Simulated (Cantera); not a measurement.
Feed: 1 mol TEOS, 22 mol O2, 82 mol N2, 11 mol NO, at 0.133 bar.

Cantera equilibrium calculation (NASA polynomials, part measured and part estimated; ideal gas, pure solids and liquids). Candidate condensed phases: C, C6H6, C7H8, C8H18, H2O, Si, SiC, SiO2, Si2N2O, Si3N4; 151 gas species. The feed counts by its element totals alone. Rates play no part.

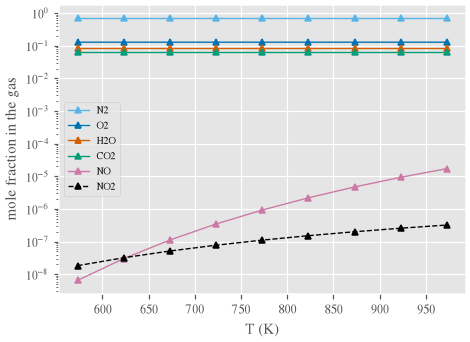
*Equilibrium gas composition (values under 1e-9 drawn at 1e-9)*

Task: Read off the mole fractions at 823 K.

Result: N2 about 0.72, O2 about 0.13, H2O about 0.083, CO2 about 0.066, NO about 2.2e-6, NO2 about 1.5e-7.
